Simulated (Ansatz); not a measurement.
# CHClO (SMILES O[C]Cl): what the fields show

Input file:

```
crystal:
  periodic: [false, false, false]
  atoms:
    - {symbol: C, position_ang: [-0.060131, -0.182569, 0.324799]}
    - {symbol: Cl, position_ang: [-0.114705, 0.204066, -1.470181]}
    - {symbol: O, position_ang: [-1.206887, -0.664795, 0.669450]}
    - {symbol: H, position_ang: [-1.883548, -0.741302, -0.046729]}
basis:
  gaussian:
    orbitals: def2-TZVPD
hamiltonian:
  xc: {name: PBE0}
output: {forces: true, orbitals: {seedname: orbitals}}
```

Command:

```sh
ansatz run input.yaml --threads 1 --pin off --max-ram 2610MiB --events-out events.jsonl --progress --plain --runs-dir runs
```

Geometry: B3LYP/6-31G*.

These are results of isolated molecule in a Gaussian basis; Kohn-Sham density functional theory, functional PBE0 in Ansatz, not measurements.

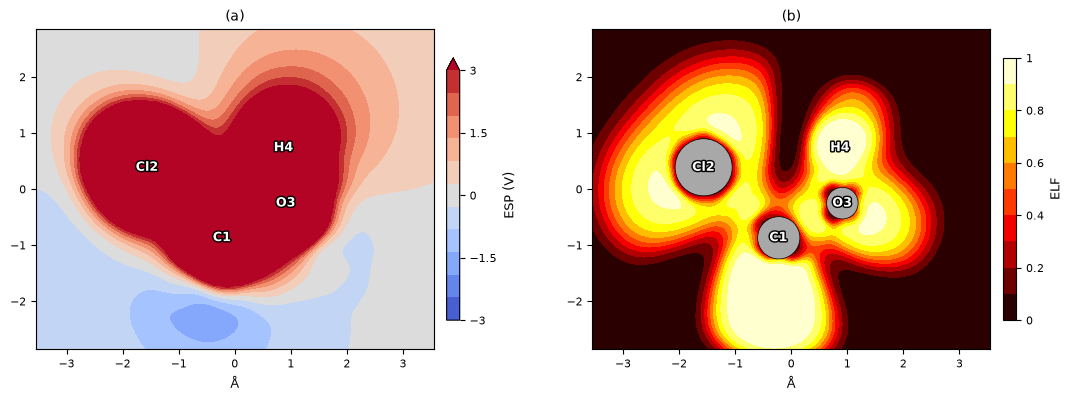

Figure 1. (a) molecular electrostatic potential; (b) ELF on the molecular plane. Grey discs cover the atomic cores in the ELF map.

**Read the bonding off the picture.**

Atoms in the plane: C, Cl, O and H.
C–O (1.29 Å): the ELF peaks at about 0.90 between the atoms; a short, strongly polar bond.
C–Cl (1.84 Å): the ELF peaks at about 0.85 between the atoms, as expected for a shared electron pair.
O–H (0.99 Å): the ELF climbs to about 1 towards the hydrogen, as it does in any bond to H; an ordinary covalent bond to hydrogen.
The ELF also peaks beside C1, O3 and Cl2, away from the bonds: lone-pair regions.
Outside the dense part of the molecule the potential is most negative (−1.7 V) near C1.

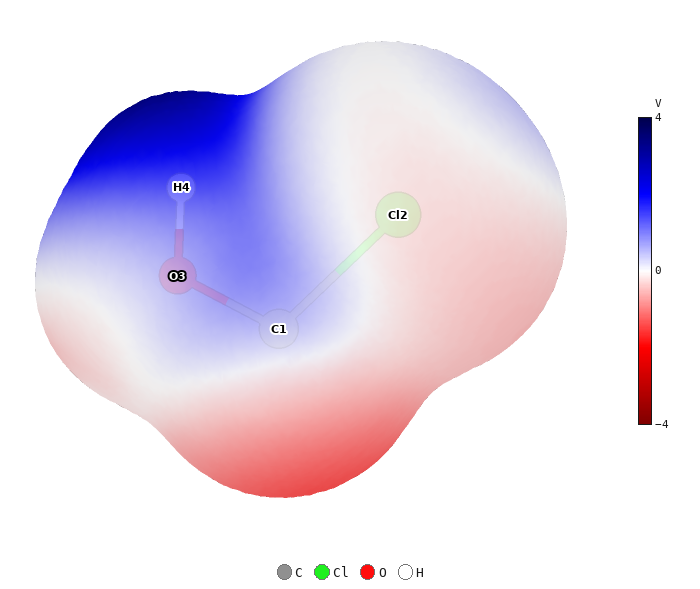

Figure 2. The molecular electrostatic potential painted on the density surface at 0.002 e/bohr³, seen across its widest extent; red is negative and blue positive.

**Which sites attract a positive test charge, and which a negative one?**

A positive charge is drawn to the negative regions and a negative charge to the positive ones. The most negative region (about −1.4 V) lies over C1, the most positive (about +3.3 V) over H4. Cl2 shows a σ-hole: about +0.4 V at the tip opposite its bond, against about 0.0 V on its flanks.

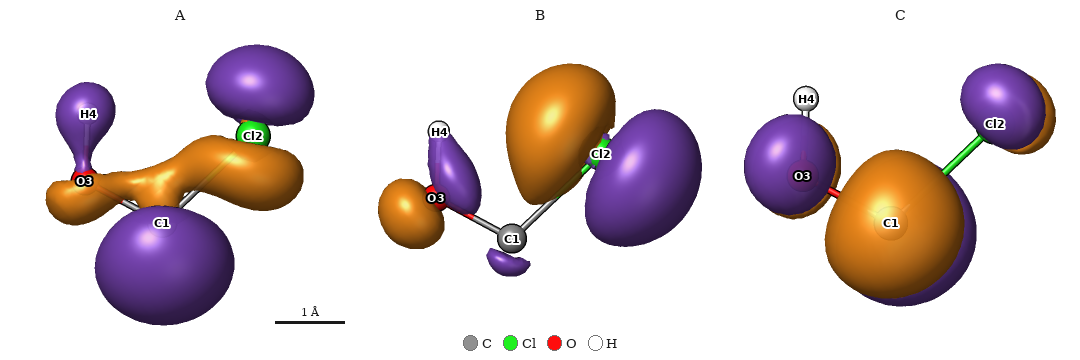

Figure 3. Three frontier orbitals at ±0.15 Å⁻³ᐟ² (orange and purple are the two phases), in no order.

**Order the three orbitals by energy and name them.**

B is the HOMO−1 (−9.61 eV). It lies mainly on Cl2 (about 80 %) and O3 (about 10 %); it is symmetric in the molecular plane (an in-plane orbital: σ, lone-pair or in-plane π type); largely a lone pair of Cl2. A is the HOMO (−7.84 eV). Its weight (Hirshfeld) is mainly on C1 (about 60 %), Cl2 (about 30 %) and O3 (about 10 %); it is symmetric in the molecular plane (an in-plane orbital: σ, lone-pair or in-plane π type). C is the LUMO (−2.13 eV). By Hirshfeld shares it lies mainly on C1 (about 65 %), O3 (about 20 %) and Cl2 (about 15 %); it changes sign across the molecular plane (π type); π-antibonding (a node) across C1–O3.

**What is the HOMO–LUMO gap?**

5.71 eV between the orbital energies.

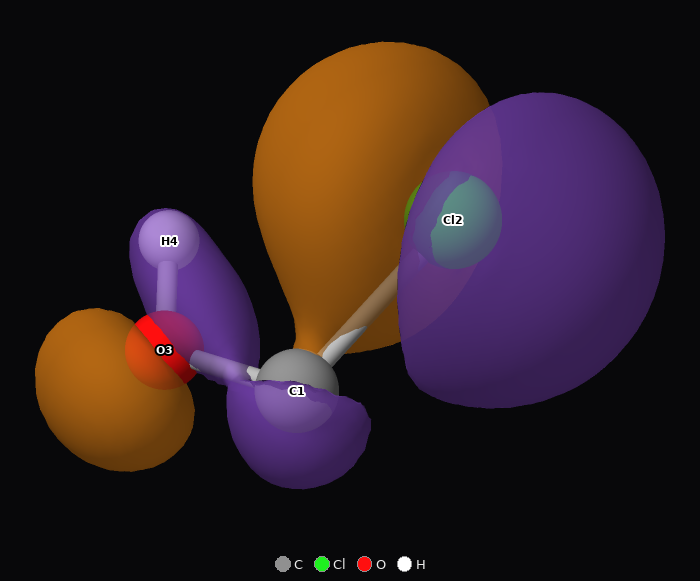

Figure 4. The HOMO−1 at ±0.1 Å⁻³ᐟ² (orange and purple are the two phases), seen at a tilt.

**Where does this orbital lie, and at what energy?**

Its weight (Hirshfeld) is mainly on Cl2 (about 80 %) and O3 (about 10 %); it is symmetric in the molecular plane (an in-plane orbital: σ, lone-pair or in-plane π type); largely a lone pair of Cl2. Its energy is −9.61 eV.
